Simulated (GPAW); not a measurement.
Solvation calculation, with input and output: SiPH3Cl (part 2 of 2)

The same run, continued: SiPH3Cl, multiplicity 2, SMILES [PH][SiH2]Cl; RPBE/dzp, UKS, scalar-relativistic datasets, continuum, electrostatics alone, water's cavity solvent dichloromethane (GPAW 26.7.0). The geometry comes from this level: GFN2-xTB.

Geometry of the input (Å):
```
P  -1.3397  -1.1649  -0.1651
Si 0.4707  0.0539  0.2839
Cl -0.0047  2.0234  0.3999
H  -1.6219  -0.4942  -1.3522
H  1.5005  -0.0612  -0.7482
H  0.9952  -0.3570  1.5817
```

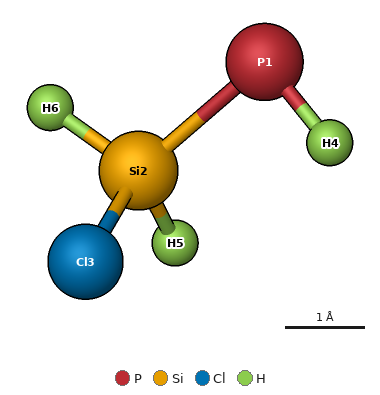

Figure 1. The structure (ball-and-stick view, seen at a tilt; atoms are numbered from 1 in the order of the input).

What the program printed, continued
```
-----------------------------------------------------------
Basic WFS set positions:             0.000     0.000   0.0% |
Basis functions set positions:       0.009     0.009   0.1% |
LCAO WFS Initialize:                 1.344     0.048   0.3% |
 Hamiltonian:                        1.296     0.002   0.0% |
  Atomic:                            0.113     0.000   0.0% |
   XC Correction:                    0.112     0.112   0.8% |
  Calculate atomic Hamiltonians:     0.002     0.002   0.0% |
  Communicate:                       0.000     0.000   0.0% |
  Hartree integrate/restrict:        0.044     0.044   0.3% |
  Initialize Hamiltonian:            0.000     0.000   0.0% |
  Poisson:                           0.195     0.016   0.1% |
   Communicate from 1D:              0.021     0.021   0.1% |
   Communicate from 2D:              0.019     0.019   0.1% |
   Communicate to 1D:                0.024     0.024   0.2% |
   Communicate to 2D:                0.020     0.020   0.1% |
   FFT 1D:                           0.029     0.029   0.2% |
   FFT 2D:                           0.067     0.067   0.5% |
  XC 3D grid:                        0.934     0.934   6.8% |--|
  vbar:                              0.007     0.007   0.0% |
P tci:                               0.004     0.004   0.0% |
SCF-cycle:                          10.206     0.008   0.1% |
 Density:                            1.217     0.000   0.0% |
  Atomic density matrices:           0.004     0.004   0.0% |
  Mix:                               0.856     0.856   6.2% |-|
  Multipole moments:                 0.001     0.001   0.0% |
  Normalize:                         0.005     0.005   0.0% |
  Pseudo density:                    0.351     0.005   0.0% |
   Calculate density matrix:         0.001     0.001   0.0% |
   Construct density:                0.345     0.345   2.5% ||
   Symmetrize density:               0.000     0.000   0.0% |
 Hamiltonian:                        8.496     0.012   0.1% |
  Atomic:                            0.791     0.004   0.0% |
   XC Correction:                    0.788     0.788   5.7% |-|
  Calculate atomic Hamiltonians:     0.011     0.011   0.1% |
  Communicate:                       0.000     0.000   0.0% |
  Hartree integrate/restrict:        0.204     0.204   1.5% ||
  Poisson:                           1.301     0.079   0.6% |
   Communicate from 1D:              0.138     0.138   1.0% |
   Communicate from 2D:              0.133     0.133   1.0% |
   Communicate to 1D:                0.138     0.138   1.0% |
   Communicate to 2D:                0.140     0.140   1.0% |
   FFT 1D:                           0.211     0.211   1.5% ||
   FFT 2D:                           0.463     0.463   3.4% ||
  XC 3D grid:                        6.133     6.133  44.5% |-----------------|
  vbar:                              0.044     0.044   0.3% |
 LCAO eigensolver:                   0.486     0.001   0.0% |
  Calculate projections:             0.001     0.001   0.0% |
  DenseAtomicCorrection:             0.002     0.002   0.0% |
  Distribute overlap matrix:         0.000     0.000   0.0% |
  Orbital Layouts:                   0.009     0.009   0.1% |
  Potential matrix:                  0.473     0.473   3.4% ||
ST tci:                              0.001     0.001   0.0% |
Set symmetry:                        0.000     0.000   0.0% |
TCI: Evaluate splines:               0.284     0.284   2.1% ||
mktci:                               0.001     0.001   0.0% |
Other:                               1.935     1.935  14.0% |-----|
-----------------------------------------------------------
Total:                                        13.784 100.0%

Memory usage: 868.23 MiB
System changes: positions, numbers, cell, pbc, initial_charges, initial_magmoms

Initialize ...

species:
  P:
    name:    Phosphorus
    Z:       15.0
    valence: 5
    core:    10
    charge:  0.0  # [|e|]
    file:    P.RPBE.gz
    compensation charges:
      type: gauss
      rc: 0.30  # [Å]
      lmax: 2
    cutoffs:
      filter: 1.69  # [Å]
      core: 1.81  # [Å]
    projectors
    | kind |    occ | energy [eV] | rcut [Å] |
    |------|--------|-------------|----------|
    |   3s |  2.000 |     -13.955 |    0.953 |
    |   3p |  3.000 |      -5.495 |    0.953 |
    |    s |        |      13.257 |    0.953 |
    |    p |        |      21.717 |    0.953 |
    |    d |        |       0.000 |    0.953 |

    LCAO basis set for P:
      Name: dzp
      File: P.dzp.basis.gz
      Number of radial functions: 5
      Number of spherical harmonics: 13
        l=0, rc=6.0938 Bohr: 3s-sz confined orbital
        l=1, rc=7.7031 Bohr: 3p-sz confined orbital
        l=0, rc=3.4375 Bohr: 3s-dz split-valence wave
        l=1, rc=4.4688 Bohr: 3p-dz split-valence wave
        l=2, rc=7.7031 Bohr: d-type Gaussian polarization
      Number of RI-basis functions 0

  Si:
    name:    Silicon
    Z:       14.0
    valence: 4
    core:    10
    charge:  0.0  # [|e|]
    file:    Si.RPBE.gz
    compensation charges:
      type: gauss
      rc: 0.33  # [Å]
      lmax: 2
    cutoffs:
      filter: 1.86  # [Å]
      core: 2.06  # [Å]
    projectors
    | kind |    occ | energy [eV] | rcut [Å] |
    |------|--------|-------------|----------|
    |   3s |  2.000 |     -10.793 |    1.058 |
    |   3p |  2.000 |      -4.075 |    1.058 |
    |    s |        |      16.418 |    1.058 |
    |    p |        |      23.136 |    1.058 |
    |    d |        |       0.000 |    1.058 |

    LCAO basis set for Si:
      Name: dzp
      File: Si.dzp.basis.gz
      Number of radial functions: 5
      Number of spherical harmonics: 13
        l=0, rc=6.8594 Bohr: 3s-sz confined orbital
        l=1, rc=9.0625 Bohr: 3p-sz confined orbital
        l=0, rc=3.8906 Bohr: 3s-dz split-valence wave
        l=1, rc=5.2344 Bohr: 3p-dz split-valence wave
        l=2, rc=9.0625 Bohr: d-type Gaussian polarization
      Number of RI-basis functions 0

  Cl:
    name:    Chlorine
    Z:       17.0
    valence: 7
    core:    10
    charge:  0.0  # [|e|]
    file:    Cl.RPBE.gz
    compensation charges:
      type: gauss
      rc: 0.25  # [Å]
      lmax: 2
    cutoffs:
      filter: 1.40  # [Å]
      core: 1.49  # [Å]
    projectors
    | kind |    occ | energy [eV] | rcut [Å] |
    |------|--------|-------------|----------|
    |   3s |  2.000 |     -20.687 |    0.794 |
    |   3p |  5.000 |      -8.572 |    0.794 |
    |    s |        |       6.524 |    0.794 |
    |    p |        |      18.639 |    0.794 |
    |    d |        |       0.000 |    0.794 |

    LCAO basis set for Cl:
      Name: dzp
      File: Cl.dzp.basis.gz
      Number of radial functions: 5
      Number of spherical harmonics: 13
        l=0, rc=5.1719 Bohr: 3s-sz confined orbital
        l=1, rc=6.2656 Bohr: 3p-sz confined orbital
        l=0, rc=2.8281 Bohr: 3s-dz split-valence wave
        l=1, rc=3.5156 Bohr: 3p-dz split-valence wave
        l=2, rc=6.2656 Bohr: d-type Gaussian polarization
      Number of RI-basis functions 0

  H:
    name:    Hydrogen
    Z:       1.0
    valence: 1
    core:    0
    charge:  0.0  # [|e|]
    file:    H.RPBE.gz
    compensation charges:
      type: gauss
      rc: 0.15  # [Å]
      lmax: 2
    cutoffs:
      filter: 0.85  # [Å]
      core: 0.53  # [Å]
    projectors
    | kind |    occ | energy [eV] | rcut [Å] |
    |------|--------|-------------|----------|
    |   1s |  1.000 |      -6.572 |    0.476 |
    |    s |        |      20.639 |    0.476 |
    |    p |        |       0.000 |    0.476 |

    LCAO basis set for H:
      Name: dzp
      File: H.dzp.basis.gz
      Number of radial functions: 3
      Number of spherical harmonics: 5
        l=0, rc=6.4219 Bohr: 1s-sz confined orbital
        l=0, rc=3.6094 Bohr: 1s-dz split-valence wave
        l=1, rc=6.4219 Bohr: p-type Gaussian polarization
      Number of RI-basis functions 0

Reference energy: -29793.165840  # eV

Spin-polarized calculation.
Initial magnetic moment: 0.999999

Convergence criteria:
 Maximum [total energy] change in last 3 cyles: 0.001 eV / valence electron
 Maximum integral of absolute [dens]ity change: 0.001 electrons / valence electron
 Maximum integral of absolute [eigenst]ate change: 1e-06 eV^2 / valence electron
 Maximum number of scf [iter]ations: 80
 (Square brackets indicate name in SCF output, whereas a 'c' in
 the SCF output indicates the quantity has converged.)

Symmetries present (total): 1

  ( 1  0  0)
  ( 0  1  0)
  ( 0  0  1)

1 k-point (Gamma)
1 k-point in the irreducible part of the Brillouin zone
       k-points in crystal coordinates                weights
   0:     0.00000000    0.00000000    0.00000000          1/1

Wave functions: LCAO
  Diagonalizer: Serial LAPACK
  Atomic Correction: dense with blas
  Data-type: float

Occupation numbers: Fixed magnetic moment: 1.000
# Zero width

Eigensolver
   LCAO using direct dense diagonalizer

Densities:
  Coarse grid: 72*72*72 grid
  Fine grid: 144*144*144 grid
  Total Charge: 0.000000

Density mixing:
  Method: fullspin
  Backend: msr1
  Linear mixing parameter: 0.05
  old densities: 10
  Width of damping distribution: 1.1
  Damping of long wavelength oscillations: 1  # (no daming)

Hamiltonian:
  XC and Coulomb potentials evaluated on a 144*144*144 grid
  Using the RPBE Exchange-Correlation functional
  Interpolation: tri-quintic (5. degree polynomial)
  Poisson solver: Jacobi weighted FD solver with dielectric and 5 multi-grid levels
    Coarsest grid: 9 x 9 x 9 points
    Stencil: Weighted Finite Difference Operator
      6*3+1=19 point O(h^6) finite-difference Laplacian
      Finite-difference x-derivative with O(h^6) error (6 points)
      Finite-difference y-derivative with O(h^6) error (6 points)
      Finite-difference z-derivative with O(h^6) error (6 points)
    Max iterations: 1000
    Tolerance: 2.000000e-10

  Solvation:
    Cavity:  EffectivePotentialCavity
      Surface Calculator: GradientSurface with 3 nn
      Volume Calculator: None
      EffectivePotentialCavity
        Potential: Power12Potential
          u0: 0.18eV
          pbc_cutoff: 1e-06
          tiny: 1e-10
        temperature: 298.15K    Dielectric:
      Type: LinearDielectric
      Solvent dielectric constant: 8.93
XC parameters: RPBE with 2 nearest neighbor stencil

Memory estimate:
  Process memory now: 868.23 MiB
  Calculator: 859.05 MiB
    Density: 160.96 MiB
      Arrays: 97.43 MiB
      Localized functions: 8.92 MiB
      Mixer: 54.61 MiB
    Hamiltonian: 684.98 MiB
      Arrays: 72.39 MiB
      XC: 0.00 MiB
      Poisson: 54.16 MiB
      vbar: 0.68 MiB
      Solvation: 557.75 MiB
    Wavefunctions: 13.11 MiB
      C [qnM]: 0.01 MiB
      S, T [2 x qmm]: 0.04 MiB
      P [aqMi]: 0.00 MiB
      BasisFunctions: 13.06 MiB
      Eigensolver: 0.00 MiB

Total number of cores used: 1

Number of atoms: 6
Number of atomic orbitals: 54
Number of bands in calculation: 15
Number of valence electrons: 19
Bands to converge: occupied

... initialized

Initializing position-dependent things.

Solvation position-dependent initialization:
  Atomic radii for Power12Potential:
    Type    Radius   No. of atoms
       H     1.090     3
      Cl     1.750     1
       P     1.800     1
      Si     2.100     1

Density initialized from atomic densities
         .-------------------------------.
        /|                               |
       / |                               |
      /  |                               |
     /   |                               |
    /    |                               |
   /     |                               |
  /      |                               |
 *       |                               |
 |       |                               |
 |       |                               |
 |       |            CH                 |
 |       |            Si                 |
 |       |       P       H               |
 |       |       H                       |
 |       |                               |
 |       .-------------------------------.
 |      /                               /
 |     /                               /
 |    /                               /
 |   /                               /
 |  /                               /
 | /                               /
 |/                               /
 *-------------------------------*

Atomic positions and initial magnetic moments

Positions:
   0 P      5.282170    5.000000    6.187070    ( 0.0000,  0.0000,  0.3333)
   1 Si     7.092570    6.218900    6.636150    ( 0.0000,  0.0000,  0.3333)
   2 Cl     6.617150    8.188320    6.752110    ( 0.0000,  0.0000,  0.3333)
   3 H      5.000000    5.670770    5.000000    ( 0.0000,  0.0000,  0.0000)
   4 H      8.122380    6.103740    5.603990    ( 0.0000,  0.0000,  0.0000)
   5 H      7.617140    5.807980    7.933880    ( 0.0000,  0.0000,  0.0000)

Unit cell:
           periodic     x           y           z      points  spacing
  1. axis:    no    13.122380    0.000000    0.000000    72     0.1823
  2. axis:    no     0.000000   13.188320    0.000000    72     0.1832
  3. axis:    no     0.000000    0.000000   12.933880    72     0.1796

  Lengths:  13.122380  13.188320  12.933880
  Angles:   90.000000  90.000000  90.000000

Effective grid spacing dv^(1/3) = 0.1817

iter:   1 00:00:23   -21.420673        c          +0.9988
iter:   2 00:00:27   -21.364072        c -0.77    +0.9988
iter:   3 00:00:32   -21.105103        c -0.79    +0.9998
iter:   4 00:00:36   -21.122672        c -1.60    +0.9999
iter:   5 00:00:40   -21.127271        c -1.94    +1.0000
iter:   6 00:00:44   -21.127301c       c -2.58    +1.0000
iter:   7 00:00:47   -21.127277c       c -3.01c   +1.0000

Converged after 7 iterations.

Dipole moment: (0.049394, -0.145586, -0.123810) |e|*Ang

Total magnetic moment: (0.000000, 0.000000, 1.000002)
Local magnetic moments:
   0 P  ( 0.000000,  0.000000,  0.337351)
   1 Si ( 0.000000,  0.000000, -0.002656)
   2 Cl ( 0.000000,  0.000000,  0.012633)
   3 H  ( 0.000000,  0.000000, -0.006596)
   4 H  ( 0.000000,  0.000000,  0.005841)
   5 H  ( 0.000000,  0.000000, -0.000526)

Energy contributions relative to reference atoms: (reference = -29793.165840)

Kinetic:        +36.732506
Potential:      -35.426460
External:        +0.000000
XC:             -22.419147
Entropy (-ST):   +0.000000
Local:           -0.014176
--------------------------
Free energy:    -21.127277
Extrapolated:   -21.127277

Solvation cavity surface area: 131.32644
Solvation cavity volume: not calculated (no calculator defined)
Spin contamination: 0.033617 electrons
                   Up                     Down
 Band  Eigenvalues  Occupancy  Eigenvalues  Occupancy
    0    -20.55802    1.00000    -20.53017    1.00000
    1    -15.71728    1.00000    -15.11052    1.00000
    2    -12.72655    1.00000    -12.58851    1.00000
    3     -9.55634    1.00000     -9.49373    1.00000
    4     -9.35426    1.00000     -9.27017    1.00000
    5     -8.62107    1.00000     -8.50928    1.00000
    6     -7.90244    1.00000     -7.74525    1.00000
    7     -7.29674    1.00000     -7.27066    1.00000
    8     -6.51553    1.00000     -6.26336    1.00000
    9     -5.81634    1.00000     -4.09867    0.00000
   10     -0.14409    0.00000     -0.01119    0.00000
   11      0.27362    0.00000      0.47865    0.00000
   12      0.79274    0.00000      1.01476    0.00000
   13      1.50715    0.00000      1.56916    0.00000
   14      1.85398    0.00000      2.02737    0.00000

Fermi levels: -5.81634, -4.09867

Electrostatic solvation energy: -1.39 kcal/mol
Dipole 0.718 D in gas, 0.948 D in solution
```

Results in brief

```csv
quantity,value
outcome,converged
energy relative to the program's reference atoms,−21.1273 eV
basis functions,54
dipole moment,0.95 D
hardware,"1 thread of Arm Neoverse V2, 24 GiB of memory available, shared host"
wall time,47 s
peak memory,1.4 GiB
```

Notes

Settings chosen away from the usual ones: conv set to {"energy": 0.001, "density": 0.001, "eigenstates": 1e-06}.
